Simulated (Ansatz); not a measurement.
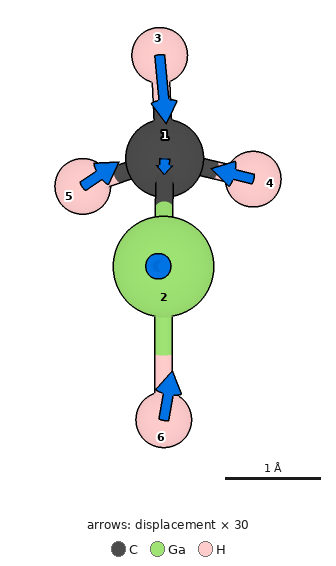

A relaxation of CH₄Ga (multiplicity 2). The starting structure is drawn; blue arrows show the displacements, 30 times their true length. The two geometries are superimposed by the best rigid fit.

The picture is a ball-and-stick view, seen from a free direction.

The start comes from PBE-D4/def2-SVP.

Method: UKS PBE0-D4/def2-TZVP in Ansatz 0.2.0. Set-up: force threshold 0.005 eV/Å; at most 150 steps.

> Describe the change and its energy.

The largest move after the best rigid fit is that of H3, 0.025 Å. Largest moves by element: H 0.025 Å, Ga 0.019 Å, C 0.006 Å. Near-neighbour distances that change, for instance: Ga2–H6 1.622 → 1.603 Å, C1–Ga2 2.009 → 1.990 Å, C1–H3 1.106 → 1.089 Å. After 3 geometry steps the energy has fallen by 0.018 eV. Largest force component: 0.49 eV/Å at the start, 0.0024 eV/Å at the end. The run took of the order of 16 core-seconds on a shared host.
